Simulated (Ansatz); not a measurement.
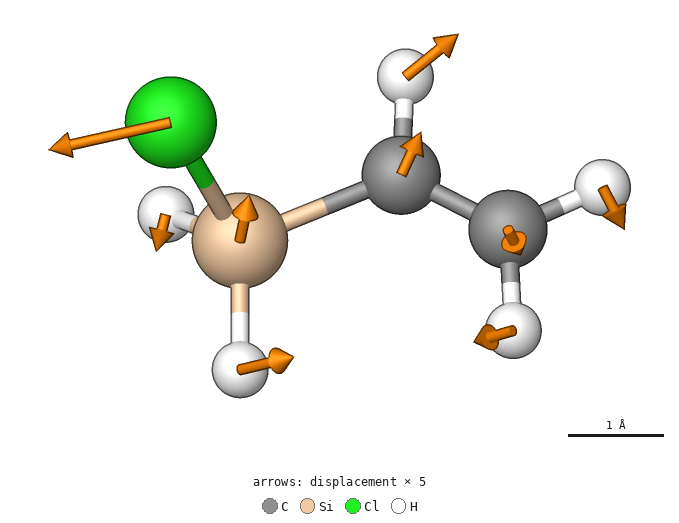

This is a relaxation of C2H5ClSi (coarse preliminary run). The starting structure is drawn; orange arrows show the displacements, magnified 5 times. The two geometries are superimposed by the best rigid fit.

Style: ball-and-stick. Shown at a tilt.

The start comes from a force field.

All numbers below come from RKS PBE-D4/def2-SVP in Ansatz.

Input
```yaml
crystal:
  periodic: [false, false, false]
  atoms:
    - {symbol: C, position_ang: [0.474500, 1.309400, -0.695000]}
    - {symbol: C, position_ang: [0.401900, 0.444500, 0.278700]}
    - {symbol: Si, position_ang: [-0.677400, -1.045700, 0.362800]}
    - {symbol: Cl, position_ang: [0.776200, -2.561800, 0.165600]}
    - {symbol: H, position_ang: [-0.208600, 1.273400, -1.602600]}
    - {symbol: H, position_ang: [1.099900, 2.221600, -0.660300]}
    - {symbol: H, position_ang: [1.095000, 0.571500, 1.133900]}
    - {symbol: H, position_ang: [-1.256400, -1.155200, 1.697500]}
    - {symbol: H, position_ang: [-1.616700, -1.103900, -0.697700]}
basis:
  gaussian: {orbitals: def2-SVP}
hamiltonian: {xc: pbe, dispersion: d4}
relax: {f_tol: 0.03, max_steps: 200}
```

Launched with:
```bash
ansatz run in.yaml --threads 2 --pin off --events-out ev --progress --plain --max-ram 32768MiB --backend cpu
```

Q: Atoms of which element are displaced furthest, and by how much?

A: Chlorine: up to 0.27 Å, against 0.16 Å for hydrogen.

Q: What did the optimiser do to the structure, and how much energy did it gain?

A: The energy falls by 0.268 eV in 5 accepted moves (6 points after the start). Largest force component: 2.7 eV/Å at the start, 0.017 eV/Å at the end. The line search rejected the trial step at point 4 of the run. The atom that moves furthest after the best rigid fit is Cl4 (0.27 Å). By element the largest moves are Cl 0.27 Å, H 0.16 Å, Si 0.11 Å, C 0.10 Å. Among the contacts that change: Si3–H9 1.418 → 1.501 Å, C1–C2 1.304 → 1.349 Å, Si3–H8 1.459 → 1.502 Å, C1–H5 1.137 → 1.104 Å. Among the angles between lasting bonds that change: C2–Si3–Cl4 100.0° → 110.2°, C1–C2–Si3 127.1° → 122.4°, H8–Si3–H9 114.7° → 110.5°.
